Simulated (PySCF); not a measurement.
## What a change does: single-point calculation on SiH$_{4}$

System: SiH$_{4}$.
Method of run 1: RKS PBE0-D4/def2-TZVPP, density fitting (PySCF 2.14.0).

The geometry comes from this level: PBE0-D4/def2-TZVP. Text and figures count atoms from 1; the logs count them from 0 in places.

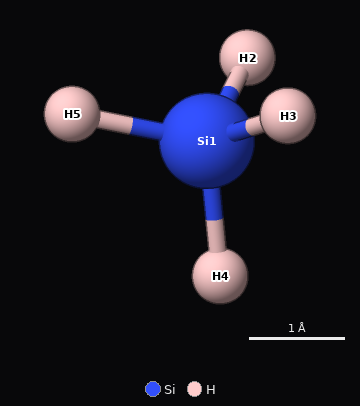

Figure 1. The structure (ball-and-stick view, seen at a tilt; atoms are numbered from 1 in the order of the input). Bond lengths as drawn: H–Si 1.48 Å.

### Input file, run 1
```python
import json, numpy as np
from pyscf import gto, scf, dft, mp, cc
EV, BOHR = 27.211386245988, 0.529177210903
mol = gto.M(atom="""
Si 0.168884 -0.462602 1.402681
H 1.217882 -1.076242 0.549680
H 0.334561 -0.928171 2.802763
H -1.171230 -0.862114 0.903616
H 0.294311 1.016093 1.354759
""", basis="def2-tzvpp", charge=0, spin=0, max_memory=8670, verbose=0)
def mean_field(mol, dm=None):
    mf = dft.RKS(mol, xc="pbe0").density_fit()
    mf.conv_tol = 1e-9; mf.grids.level = 4
    mf.kernel(dm0=dm)
    if not mf.converged: mf = mf.newton().run(mf.mo_coeff, mf.mo_occ)
    assert mf.converged
    return mf
def d4(mol):
    from pyscf.dispersion.dftd4 import DFTD4Dispersion
    real = gto.M(atom=[(mol.atom_pure_symbol(i), mol.atom_coord(i)) for i in range(5)], unit='B', charge=mol.charge, spin=None, basis='def2-svp', verbose=0)
    r = DFTD4Dispersion(real, xc="pbe0", atm=True).get_dispersion(grad=True); return r["energy"], r["gradient"]
def energy_and_gradient(mol, dm=None):
    mf = mean_field(mol, dm); e, g = d4(mol)
    return mf, (mf.e_tot + e) * EV, (mf.nuc_grad_method().kernel()[:5] + g) * EV / BOHR
out = {}
mf = mean_field(mol); e = d4(mol)[0]
out.update(energy=(mf.e_tot + e) * EV, converged=True, dispersion=e * EV)
out['s2'] = mf.spin_square()[0]; out['nelec'] = mol.nelec
print(f"Total energy {out['energy']:.6f} eV, <S^2> {out['s2']:.4f}")
json.dump(out, open("out.json", "w"), default=float)
```

Command:
```bash
OMP_NUM_THREADS=4 python run.py
```

Hardware: 4 threads of Arm Neoverse V1, 23 GiB of memory available, shared host.

### Output (run 1)
```
Total energy -7939.137389 eV, <S^2> 0.0000
```

The input of run 2 differs as follows (lines with − go, lines with + come):
```diff
-    mf = dft.RKS(mol, xc="pbe0").density_fit()
+    mf = dft.RKS(mol, xc="pbe").density_fit()
-    r = DFTD4Dispersion(real, xc="pbe0", atm=True).get_dispersion(grad=True); return r["energy"], r["gradient"]
+    r = DFTD4Dispersion(real, xc="pbe", atm=True).get_dispersion(grad=True); return r["energy"], r["gradient"]
```

What does this change do to the results?

The total energies belong to different models, so their difference says nothing on which is more stable or more accurate. The functional changes from PBE0 to PBE.

### Output (run 2)
```
Total energy -7938.199481 eV, <S^2> 0.0000
```

### The two runs side by side

| quantity | run 1 | run 2 |
| --- | --- | --- |
| outcome | converged | converged |
| total energy (hartree) | −291.757918 | −291.723450 |
| basis functions | 98 | 98 |
| wall time (shared host) | 2 s | 2.2 s |
